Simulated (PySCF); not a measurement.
**GeH2Cl− (SMILES [Cl][GeH2-]) at wB97X-V/STO-3G**

Aim: the vertical singlet–triplet gap of GeH2Cl− at wB97X-V/STO-3G, from 2 runs. The job is set up through a Python script.

The results are computed with PySCF 2.14.0.

12 further runs of the same task are left out: 12 set aside as unsound or not needed.

### 1 The system as given

GeH2Cl− has 4 atoms, charge -1, and is taken as a singlet. As SMILES, `[Cl][GeH2-]`. The shape comes from GFN2-xTB, which is rough for such elements, and wasn't checked as a minimum.

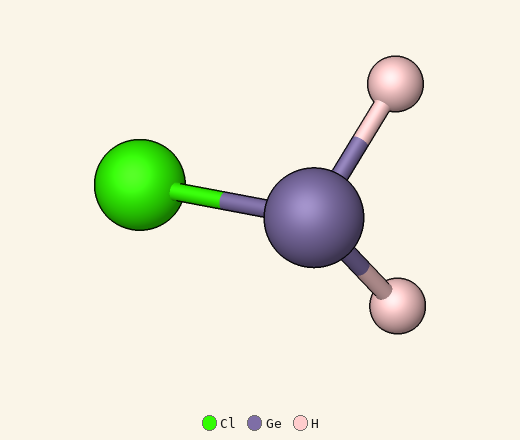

Viewed from a chosen angle; chlorine green, germanium purple, hydrogen pink.

### 2 A single-point energy at wB97X-V/STO-3G

Input file input.xyz:

```xyz
4

Cl    -1.566020     0.389730     1.014420
Ge     0.036260    -0.806600    -0.163840
H      0.151880     0.384060    -1.448900
H      1.377880     0.032810     0.598330
```

Input file calc.py:

```python
from pyscf import gto, dft

molecule = gto.M(
    atom='input.xyz',
    charge=-1,
    basis='sto-3g',
    verbose=3,
    max_memory=1860,
)

mf = dft.RKS(molecule)
mf.xc = 'wb97x-v'
mf.conv_tol = 1e-10
mf.nlcgrids.level = 1
mf.grids.level = 5
mf.kernel()
if not mf.converged:
    mf = mf.newton().run(mf.mo_coeff, mf.mo_occ)

e_final = mf.e_tot
print('E(%s) = %.9f' % ('WB97X-V', e_final))
```

Started as:

```sh
$ OMP_NUM_THREADS=1 python calc.py
```

What it wrote:

```text
converged SCF energy = -2509.1381434499
E(WB97X-V) = -2509.138143450
```

Wall time 19 s (1 thread of Intel Xeon Platinum 8488C (Sapphire Rapids), shared host); peak memory 0.24 GiB.

### 3 The triplet, same level

Input file run.py:

```python
from pyscf import gto, dft

molecule = gto.Mole()
molecule.atom = '''
Cl    -2.959349     0.736483     1.916976
Ge     0.068521    -1.524253    -0.309613
H      0.287012     0.725768    -2.738024
H      2.603816     0.062002     1.130680
'''
molecule.max_memory = 1860
molecule.unit = 'bohr'
molecule.spin = 2
molecule.basis = 'sto-3g'
molecule.verbose = 3
molecule.charge = -1
molecule.build()

ks = dft.UKS(molecule, xc='wb97x-v')
ks.grids.level = 5
ks.conv_tol = 1e-10
ks.nlcgrids.level = 1
ks.kernel()
if not ks.converged:
    ks = ks.newton().run(ks.mo_coeff, ks.mo_occ)

energy = ks.e_tot
print('E(%s) = %.9f' % ('WB97X-V', energy))
```

Started as:

```sh
$ OMP_NUM_THREADS=1 python run.py
```

What it wrote:

```text
WARN: HOMO -0.173703526830495 >= LUMO -0.438215338545533

WARN: HOMO 0.322533039836106 >= LUMO 0.318270934557767

converged SCF energy = -2508.94601910807  <S^2> = 2.0009586  2S+1 = 3.000639
E(WB97X-V) = -2508.946019108
```

Wall time 48 s (1 thread of Intel Xeon Platinum 8488C (Sapphire Rapids), shared host); peak memory 0.25 GiB.

### 4 Outcome

Level: wB97X-V/STO-3G.

```
                                                      quantity           value
                                         singlet: total energy  -2509.13814 Eh
                                          singlet: HOMO energy         1.34 eV
                                          singlet: LUMO energy        13.39 eV
singlet: HOMO–LUMO gap (to an unbound level, set by the basis)        12.04 eV
                                         triplet: total energy  -2508.94602 Eh
                   triplet: HOMO energy (highest over α and β)         6.07 eV
                    triplet: LUMO energy (lowest over α and β)         7.77 eV
                                                 triplet: ⟨S²⟩           2.001
              vertical energy of the triplet above the singlet        5.228 eV
```

**Reading.** At this shape the triplet lies 5.23 eV (504 kJ/mol) above the singlet. For an anion a state so high probably lies above electron detachment. In a minimal basis such a difference can be off by several eV, whatever the method. The HOMO (singlet) lies at positive energy, 1.34 eV; only total energies tell whether the electron is bound. Mulliken charges (triplet) run from -0.60 on Cl1 to -0.04 on Ge2. The HOMO (triplet) lies at positive energy, 6.07 eV; only total energies tell whether the electron is bound.
